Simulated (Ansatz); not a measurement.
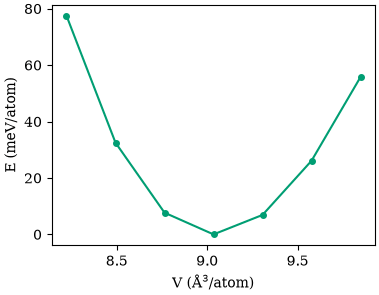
Fig. 1. B2Ir in space group P6/mmm (No. 191; Ir on 1a, B on 2d) under volume change, DFT-PBE in the program Ansatz with PAW potentials, shape and atoms relaxed at each volume.

Question: What does a third-order Birch–Murnaghan fit give for V₀, B₀ and B′?

Answer: V₀ = 9.04 Å³/atom, B₀ = 286 GPa, B′ = 4.4.

A made-up cell: these elements were put on the sites of a structure type; neither database checked (COD, Materials Project) lists it. Whether it is the stable phase at ambient conditions was not checked. The cell was relaxed with PBE under the symmetry of its start; whether a distortion lowers the energy is not shown. The run is not spin-polarised. Scalar-relativistic: spin–orbit coupling is off unless named, which matters more the heavier the elements.

Potentials: the earlier of the program's two PAW sets.
